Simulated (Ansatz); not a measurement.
# C2H9InSi: up Jacob's ladder to CCSD(T), part 2 of 2

Ansatz 0.2.0, Gaussian basis; functionals in def2-TZVPP, the program's frozen cores in correlated methods.

## (16) ωB97X-V (range-separated)

in.yaml

```yaml
crystal:
  periodic: [false, false, false]
  atoms:
    - {symbol: Si, position_ang: [-1.186275, 0.678644, 0.903927]}
    - {symbol: C, position_ang: [-0.685323, -0.986044, 0.221369]}
    - {symbol: C, position_ang: [0.828901, -0.977820, -0.015539]}
    - {symbol: In, position_ang: [1.374935, 0.732216, -1.261238]}
    - {symbol: H, position_ang: [-2.647555, 0.948794, 0.945837]}
    - {symbol: H, position_ang: [-0.596851, 0.931193, 2.244996]}
    - {symbol: H, position_ang: [-0.564784, 1.699070, -0.024092]}
    - {symbol: H, position_ang: [-1.225294, -1.134358, -0.720715]}
    - {symbol: H, position_ang: [-1.004828, -1.793961, 0.891166]}
    - {symbol: H, position_ang: [1.371628, -0.916256, 0.931054]}
    - {symbol: H, position_ang: [1.156254, -1.897392, -0.509997]}
    - {symbol: H, position_ang: [2.634370, 1.833080, -0.831417]}
    - {symbol: H, position_ang: [0.544812, 0.882814, -2.775350]}
basis:
  gaussian: {orbitals: def2-TZVPP}
hamiltonian: {xc: {name: wB97X-V}}
output: {orbitals: {seedname: orbitals}}
```

Launch:

```
$ ansatz run in.yaml --threads 4 --pin off --events-out ev --progress --plain --max-ram 10444MiB
```

Output, cut to the lines that bear on the results:

```text
Functional definition: wB97X-V
  name "wB97X-V"
  cite "Mardirossian & Head-Gordon, Phys. Chem. Chem. Phys. 16, 9904 (2014) doi:10.1039/C3CP54374A"
  cite "Becke, J. Chem. Phys. 107, 8554 (1997) doi:10.1063/1.475007"
  cite "Vydrov & Van Voorhis, J. Chem. Phys. 133, 244103 (2010) doi:10.1063/1.3521275"
[...]
      + integral(e_c_pw_opposite_spin*poly(b97_u_opposite, cos0, cos1)) + vv10(b, c)
1634 factors; their error is unknown
406 factors; integrals over basis functions are off by at most 1.1e-5 eV
[...]
mean field -15270.09550792 eV, -561.1656594736 hartree, gradient 4.6e-5 eV, S^2 0.000000; 0 other end points of the search recorded, 0 dependent functions left out
reference -15270.09550484 eV, -561.1656593605 hartree; 28, 28 occupied and 252, 252 virtual orbitals, 1634 factors
Total energy: -15270.09550484 eV, -561.1656593605 hartree
```

Run time: 12 s. Hardware: 4 threads of Arm Neoverse V1, shared host; peak memory 1 GiB.

With the free atoms at this level, -15227.496 eV in sum, the atomisation energy is 982.4 kcal/mol. HOMO -9.32 eV, LUMO 0.54 eV.

## (17) ωB97M-V (range-separated)

in.yaml, as its differences from that of step 16:

```diff
@@ -18,3 +18,3 @@
   gaussian: {orbitals: def2-TZVPP}
-hamiltonian: {xc: {name: wB97X-V}}
-output: {orbitals: {seedname: orbitals}}
+hamiltonian: {xc: {name: wB97M-V}}
+output: {forces: true, orbitals: {seedname: orbitals}}
```

Same command.

Output, cut to the lines that bear on the results:

```text
Functional definition: wB97M-V
  name "wB97M-V"
  cite "Mardirossian & Head-Gordon, J. Chem. Phys. 144, 214110 (2016) doi:10.1063/1.4952647"
  cite "Becke, J. Chem. Phys. 107, 8554 (1997) doi:10.1063/1.475007"
  cite "Vydrov & Van Voorhis, J. Chem. Phys. 133, 244103 (2010) doi:10.1063/1.3521275"
  # Of w^i u^j: cxij and so on, Table III.
[...]
  gx(w, u) = 1 - cx + cx01*u + cx10*w
[...]
Atom 9 at     1.371628    -0.916256     0.931054 Å, force    -0.049668    -0.022167    -0.057187 eV/Å
Atom 10 at     1.156254    -1.897392    -0.509997 Å, force    -0.027742     0.066590     0.058199 eV/Å
Atom 11 at     2.634370     1.833080    -0.831417 Å, force    -0.077237    -0.068799    -0.024946 eV/Å
Atom 12 at     0.544812     0.882814    -2.775350 Å, force     0.047509    -0.010816     0.088413 eV/Å
Dipole moment:    -0.115733    -0.258155     0.144944 e Å
```

Run time: 20 s. Hardware: 4 threads of Arm Neoverse V1, shared host; peak memory 1.2 GiB.

Atomisation energy: 979.4 kcal/mol (free atoms -15226.216 eV, run apart). HOMO -9.20 eV, LUMO 0.24 eV.

## (18) B2PLYP (double hybrid)

in.yaml, as its differences from that of step 17:

```diff
@@ -18,3 +18,2 @@
   gaussian: {orbitals: def2-TZVPP}
-hamiltonian: {xc: {name: wB97M-V}}
-output: {forces: true, orbitals: {seedname: orbitals}}
+hamiltonian: {xc: {name: B2PLYP}}
```

Launched as before.

Output, cut to the lines that bear on the results:

```text
Functional definition: B2PLYP
  name "B2PLYP"
  cite "Grimme, J. Chem. Phys. 124, 034108 (2006) doi:10.1063/1.2148954"
  cite "Becke, Phys. Rev. A 38, 3098 (1988) doi:10.1103/PhysRevA.38.3098"
  cite "Lee, Yang & Parr, Phys. Rev. B 37, 785 (1988) doi:10.1103/PhysRevB.37.785"
[...]
1782 factors; integrals over basis functions are off by at most 8.6e-4 eV
[...]
mean field -15253.91939959 eV, -560.5711984570 hartree, gradient 9.6e-7 eV, S^2 0.000000; 0 other end points of the search recorded, 0 dependent functions left out
11 core orbitals not correlated: weight in the atoms' cores, before any rotation towards them, 1.000 or more for the frozen orbitals, at most 0.000 for the correlated occupied ones
reference -15253.91961670 eV, -560.5712064358 hartree; 17, 17 occupied and 252, 252 virtual orbitals, 1782 factors
second order -25.96091079 eV of doubles, -0.00000000 eV of singles
Total energy: -15260.92906262 eV, -560.8287988220 hartree
```

It took 9.5 s on 4 threads of Arm Neoverse V1, shared host; peak memory 0.88 GiB.

With the free atoms at this level, -15219.267 eV in sum, the atomisation energy is 960.8 kcal/mol.

## (19) PBE-QIDH (double hybrid)

in.yaml, as its differences from that of step 18:

```diff
@@ -18,2 +18,2 @@
   gaussian: {orbitals: def2-TZVPP}
-hamiltonian: {xc: {name: B2PLYP}}
+hamiltonian: {xc: {name: PBE-QIDH}}
```

The command is unchanged.

Output, cut to the lines that bear on the results:

```text
Functional definition: PBE-QIDH
  name "PBE-QIDH"
  cite "Brémond, Sancho-García, Pérez-Jiménez & Adamo, J. Chem. Phys. 141, 031101 (2014) doi:10.1063/1.4890314"
  cite "Perdew, Burke & Ernzerhof, Phys. Rev. Lett. 77, 3865 (1996) doi:10.1103/PhysRevLett.77.3865"
[...]
1782 factors; integrals over basis functions are off by at most 8.6e-4 eV
[...]
mean field -15250.06145970 eV, -560.4294217812 hartree, gradient 6.5e-6 eV, S^2 0.000000; 0 other end points of the search recorded, 0 dependent functions left out
11 core orbitals not correlated: weight in the atoms' cores, before any rotation towards them, 1.000 or more for the frozen orbitals, at most 0.000 for the correlated occupied ones
reference -15250.06147841 eV, -560.4294224688 hartree; 17, 17 occupied and 252, 252 virtual orbitals, 1782 factors
second order -24.15133205 eV of doubles, -0.00000000 eV of singles
Total energy: -15258.11192243 eV, -560.7252708296 hartree
```

Wall time 9.5 s (4 threads of Arm Neoverse V1, shared host); peak memory 0.88 GiB.

With the free atoms at this level, -15216.069 eV in sum, the atomisation energy is 969.5 kcal/mol.

## (20) Orbital energies across the functionals

Dipoles come from the runs that computed forces. Levels are read from the orbital files that the runs wrote:

```
  functional  HOMO (eV)  LUMO (eV)  gap (eV)  dipole (D)
 LDA (SPW92)      -6.08      -2.29      3.79            
      PBE-D4      -5.95      -2.00      3.95        1.63
   revPBE-D4      -5.90      -1.87      4.02            
     BLYP-D4      -5.82      -1.92      3.90            
   r2SCAN-D4      -6.15      -1.70      4.45        1.61
      B97M-V      -6.25      -1.94      4.31            
     PBE0-D4      -7.05      -1.25      5.80            
    B3LYP-D4      -6.86      -1.49      5.37        1.59
  r2SCANh-D4      -6.57      -1.44      5.12            
  r2SCAN0-D4      -7.19      -1.07      6.13            
    HSE06-D4      -6.66      -1.60      5.05            
    BHLYP-D4      -8.07      -0.53      7.53            
CAM-B3LYP-D4      -8.34      -0.41      7.94            
     LC-ωPBE      -9.65       0.66     10.32            
     ωB97X-V      -9.32       0.54      9.86            
     ωB97M-V      -9.20       0.24      9.44        1.53
```

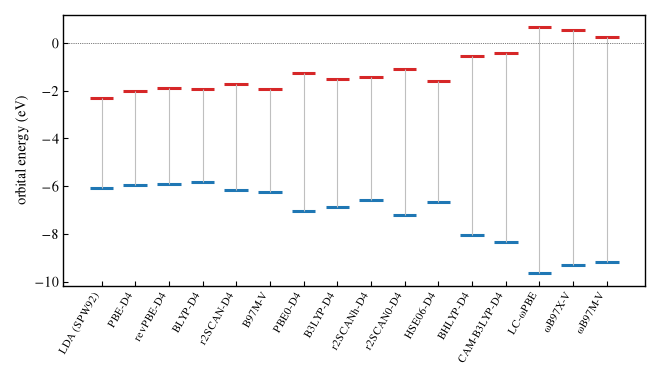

Highest occupied (blue) and lowest empty (red) level by functional.

## (21) CCSD(T) in def2-SVP

in.yaml, as its differences from that of step 19:

```diff
@@ -17,3 +17,3 @@
 basis:
-  gaussian: {orbitals: def2-TZVPP}
-hamiltonian: {xc: {name: PBE-QIDH}}
+  gaussian: {orbitals: def2-SVP}
+correlation: {method: ccsd_t}
```

Launched as before.

Output, cut to the lines that bear on the results:

```text
Functional definition: HF
  name "HF"
  cite "Fock, Z. Phys. 61, 126 (1930) doi:10.1007/BF01340294"
  parent pbe
[...]
1261 factors; integrals over basis functions are off by at most 1.4e-3 eV
[...]
mean field -15208.85141176 eV, -558.9149804525 hartree, gradient 3.1e-6 eV, S^2 0.000000; 0 other end points of the search recorded, 0 dependent functions left out
11 core orbitals not correlated: weight in the atoms' cores, before any rotation towards them, 1.000 or more for the frozen orbitals, at most 0.000 for the correlated occupied ones
reference -15208.85141176 eV, -558.9149804525 hartree; 17, 17 occupied and 89, 89 virtual orbitals, 1261 factors
second order -13.41101714 eV of doubles, -0.00000000 eV of singles
cycle   1  -14.60010023 eV  change    -1.2e0 eV  update   9.3e-2
[...]
cycle   8  -15.18217794 eV  change   -1.0e-5 eV  update   3.1e-5
perturbative correction -0.45945919 eV, -0.0168848136 hartree
Total energy: -15224.49304888 eV, -559.4898000144 hartree
```

Run time: 9 s. Hardware: 4 threads of Arm Neoverse V1, shared host; peak memory 0.67 GiB.

## (22) CCSD(T) in def2-TZVPP

in.yaml, as its differences from that of step 21:

```diff
@@ -17,3 +17,4 @@
 basis:
-  gaussian: {orbitals: def2-SVP}
+  gaussian: {orbitals: def2-TZVPP}
 correlation: {method: ccsd_t}
+output: {orbitals: {seedname: orbitals}}
```

The command is unchanged.

Output, cut to the lines that bear on the results:

```text
Functional definition: HF
  name "HF"
  cite "Fock, Z. Phys. 61, 126 (1930) doi:10.1007/BF01340294"
  parent pbe
[...]
1782 factors; integrals over basis functions are off by at most 8.6e-4 eV
[...]
mean field -15214.23119907 eV, -559.1126839894 hartree, gradient 1.2e-6 eV, S^2 0.000000; 0 other end points of the search recorded, 0 dependent functions left out
11 core orbitals not correlated: weight in the atoms' cores, before any rotation towards them, 1.000 or more for the frozen orbitals, at most 0.000 for the correlated occupied ones
reference -15214.23119907 eV, -559.1126839894 hartree; 17, 17 occupied and 252, 252 virtual orbitals, 1782 factors
second order -21.42691650 eV of doubles, -0.00000000 eV of singles
cycle   1  -22.01544643 eV  change   -5.9e-1 eV  update   1.1e-1
[...]
cycle   8  -22.72401888 eV  change   -2.1e-5 eV  update   3.9e-5
perturbative correction -0.79847431 eV, -0.0293433896 hartree
Total energy: -15237.75369225 eV, -559.9771196698 hartree
```

It took 5.2 min on 4 threads of Arm Neoverse V1, shared host; peak memory 8.3 GiB.

## (23) MP2 in def2-QZVPP

in.yaml, as its differences from that of step 22:

```diff
@@ -17,4 +17,3 @@
 basis:
-  gaussian: {orbitals: def2-TZVPP}
-correlation: {method: ccsd_t}
-output: {orbitals: {seedname: orbitals}}
+  gaussian: {orbitals: "def2-QZVPP.json"}
+correlation: {method: mp2}
```

The command is unchanged.

Output, cut to the lines that bear on the results:

```text
Functional definition: HF
  name "HF"
  cite "Fock, Z. Phys. 61, 126 (1930) doi:10.1007/BF01340294"
  parent pbe
[...]
3179 factors; integrals over basis functions are off by at most 7.5e-4 eV
[...]
mean field -15214.62282443 eV, -559.1270759560 hartree, gradient 1.6e-6 eV, S^2 0.000000; 0 other end points of the search recorded, 0 dependent functions left out
11 core orbitals not correlated: weight in the atoms' cores, before any rotation towards them, 1.000 or more for the frozen orbitals, at most 0.000 for the correlated occupied ones
reference -15214.62282443 eV, -559.1270759560 hartree; 17, 17 occupied and 508, 508 virtual orbitals, 3179 factors
second order -27.40074096 eV of doubles, -0.00000000 eV of singles
Total energy: -15242.02356539 eV, -560.1340346135 hartree
```

Run time: 50 s. Hardware: 4 threads of Arm Neoverse V1, shared host; peak memory 4.1 GiB.

The pieces so far (eV):

```
     basis           HF  MP2 correlation  CCSD correlation      (T)              total
  def2-SVP  -15208.8514         -13.4110          -15.1822  -0.4595        -15224.4930
def2-TZVPP  -15214.2312         -21.4269          -22.7240  -0.7985        -15237.7537
def2-QZVPP  -15214.6228         -27.4007                             -15242.0236 (MP2)
```

The report of the def2-TZVPP run gives T1 = 0.0126.

## (24) Extrapolating to the complete basis

This step is arithmetic on the last runs, with X = 3 and 4: exp(−7.88√X) for Hartree-Fock, X^−2.97 for correlation; only MP2 was run in the larger set, so CCSD(T) minus MP2 is added from the smaller one.

```
  level  energy at the limit (eV)
     HF               -15214.6768
    MP2               -15246.5026
   CCSD               -15247.7997
CCSD(T)               -15248.5981
```

This is no true limit for total energies: MP2 correlation changes by a factor of 1.28 from triple to quadruple zeta (about 1.07 in light molecules), because outer-core shells are correlated in sets not made for them. Much of that cancels between molecule and atoms or ions.

## (25) RPA on PBE orbitals

in.yaml, as its differences from that of step 23:

```diff
@@ -17,3 +17,4 @@
 basis:
-  gaussian: {orbitals: "def2-QZVPP.json"}
-correlation: {method: mp2}
+  gaussian: {orbitals: def2-TZVPP}
+hamiltonian: {xc: pbe}
+correlation: {method: rpa}
```

Launched as before.

Output, cut to the lines that bear on the results:

```text
Functional definition: PBE
  name "PBE"
  cite "Perdew, Burke & Ernzerhof, Phys. Rev. Lett. 77, 3865 (1996) doi:10.1103/PhysRevLett.77.3865"
  parent pbe
[...]
1782 factors; integrals over basis functions are off by at most 8.6e-4 eV
[...]
mean field -15264.84147577 eV, -560.9725773534 hartree, gradient 5.1e-6 eV, S^2 0.000000; 0 other end points of the search recorded, 0 dependent functions left out
11 core orbitals not correlated: weight in the atoms' cores, before any rotation towards them, 1.000 or more for the frozen orbitals, at most 0.000 for the correlated occupied ones
reference -15212.59250439 eV, -559.0524630709 hartree; 17, 17 occupied and 252, 252 virtual orbitals, 1782 factors
Total energy: -15248.48381500 eV, -560.3714444076 hartree
```

It took 11 s on 4 threads of Arm Neoverse V1, shared host; peak memory 0.81 GiB.

RPA correlation: -35.891 eV. No RPA run of the hydrogen atom was made, so RPA has no atomisation energy below.

## (26) All levels against the reference

Free atoms (1 Si, 2 C, 1 In, 9 H) were run apart at each level; the atomisation energy is their sum less the molecule, without zero-point or spin-orbit terms.

Differences are taken before rounding.

```
            method             rung  atoms, summed (eV)  atomisation energy (kcal/mol)  from CCSD(T)/CBS (kcal/mol)     time
       LDA (SPW92)              LDA          -15162.951                         1093.6                       +114.2    2.3 s
            PBE-D4              GGA          -15222.831                          975.8                         -3.6    3.8 s
         revPBE-D4              GGA          -15230.603                          958.5                        -20.8    3.5 s
           BLYP-D4              GGA          -15228.293                          961.5                        -17.9    4.2 s
         r2SCAN-D4         meta-GGA          -15229.884                          976.3                         -3.1    7.5 s
            B97M-V         meta-GGA          -15228.103                          981.6                         +2.2     14 s
           PBE0-D4           hybrid          -15224.322                          971.9                         -7.4    7.5 s
          B3LYP-D4           hybrid          -15233.398                          972.7                         -6.7     11 s
        r2SCANh-D4           hybrid          -15229.523                          973.8                         -5.6    8.5 s
        r2SCAN0-D4           hybrid          -15228.998                          970.5                         -8.8      9 s
          HSE06-D4           hybrid          -15223.916                          972.2                         -7.2      6 s
          BHLYP-D4           hybrid          -15227.475                          960.2                        -19.2      6 s
      CAM-B3LYP-D4  range-separated          -15228.385                          979.1                         -0.2      6 s
           LC-ωPBE  range-separated          -15227.448                          972.0                         -7.3    3.7 s
           ωB97X-V  range-separated          -15227.496                          982.4                         +3.0     12 s
           ωB97M-V  range-separated          -15226.216                          979.4                          0.0     20 s
            B2PLYP    double hybrid          -15219.267                          960.8                        -18.6    9.5 s
          PBE-QIDH    double hybrid          -15216.069                          969.5                         -9.8    9.5 s
     HF/def2-TZVPP     wavefunction          -15182.433                          733.3                       -246.1         
    MP2/def2-TZVPP     wavefunction          -15194.316                          953.4                        -26.0         
   CCSD/def2-TZVPP     wavefunction          -15195.860                          947.7                        -31.7         
  CCSD(T)/def2-SVP     wavefunction          -15184.291                          927.1                        -52.3      9 s
CCSD(T)/def2-TZVPP     wavefunction          -15196.208                          958.1                        -21.3  5.2 min
           MP2/CBS     wavefunction          -15204.237                          974.7                         -4.7         
       CCSD(T)/CBS     wavefunction          -15206.128                          979.4                            0  6.1 min
```

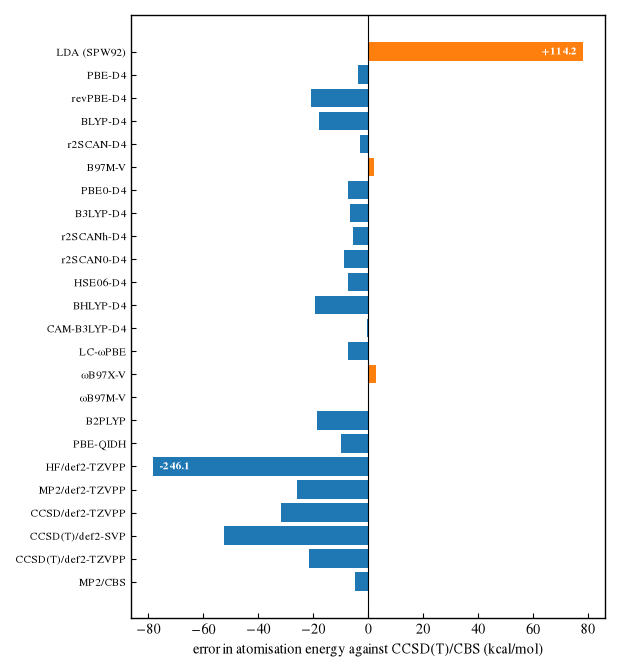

How far each level lands from CCSD(T)/CBS. Bars with a number in them are cut short.

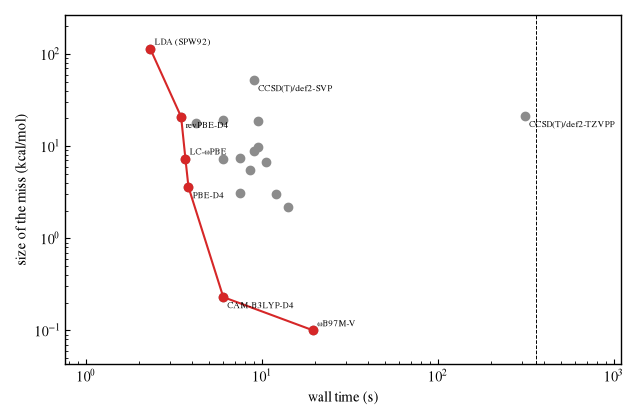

Accuracy for the time spent; red marks the levels that beat every quicker one drawn (of those quicker than the yardstick), and the dashed line is the time of CCSD(T)/CBS. Only those levels and the largest misses are named. Misses under 0.1 kcal/mol are drawn at that value. Times are from a shared host.

LDA (SPW92), LC-ωPBE, B2PLYP, PBE-QIDH carry no dispersion term (for B3LYP, D4 adds 11.3 kcal/mol).

Times are those of the molecule's run; HF, MP2 and CCSD come out of the CCSD(T) runs, and the limit's time is the sum of the runs that it needs.

## (27) Outcome

What follows sums up all 2 parts.

| quantity | value |
| --- | --- |
| atomisation energy, CCSD(T)/CBS | 979.4 kcal/mol |
| functionals within 9.8 kcal/mol (1.0 %) | PBE-D4, r2SCAN-D4, B97M-V, PBE0-D4, B3LYP-D4, r2SCANh-D4, r2SCAN0-D4, HSE06-D4, CAM-B3LYP-D4, LC-ωPBE, ωB97X-V, ωB97M-V |
| farthest beyond LDA | revPBE-D4 (-20.8 kcal/mol) |
| mean size of error, GGA | 14.1 kcal/mol |
| mean size of error, meta-GGA | 2.6 kcal/mol |
| mean size of error, hybrid | 9.2 kcal/mol |
| mean size of error, range-separated | 2.6 kcal/mol |
| mean size of error, double hybrid | 14.2 kcal/mol |
| gap, smallest and largest | 3.79 eV (LDA (SPW92)), 10.32 eV (LC-ωPBE) |
| T1 diagnostic | 0.0126 |
| triples share of the correlation energy | 3.4 % |

In words: LDA overbinds by 114.2 kcal/mol (12 %). PBE-D4 is off by -3.6 kcal/mol. Double hybrids carry the basis error of their MP2 part in triple zeta, and no dispersion term here, so their miss is partly the set-up's. The rungs meta-GGA, range-separated, hybrid miss on average by less than the doubt on the reference (9.8 kcal/mol), so they tie. The reference freezes the cores and leaves out spin-orbit coupling and excitations past (T), and its outer-core shells are covered unevenly, so misses under about 9.8 kcal/mol can't be ranked. All levels share the lack of spin-orbit coupling, which lowers the free heavy atoms and so the true binding. Hartree-Fock recovers 75 % of the binding; the rest is correlation. CCSD(T) in def2-SVP is off by -52.3 kcal/mol, so the small basis spoils what the method gains. The gap grows from 3.8 to 10.3 eV across the functionals, mostly with the share of exact exchange. Correlated methods include outer-core shells of In, which these sets cover unevenly.

For cost: ωB97M-V gets within 0.0 kcal/mol in 20 s, where CCSD(T)/CBS took 6.1 min; the quickest level in the cost chart, LDA (SPW92), takes 2.3 s and misses by 114.2 kcal/mol.
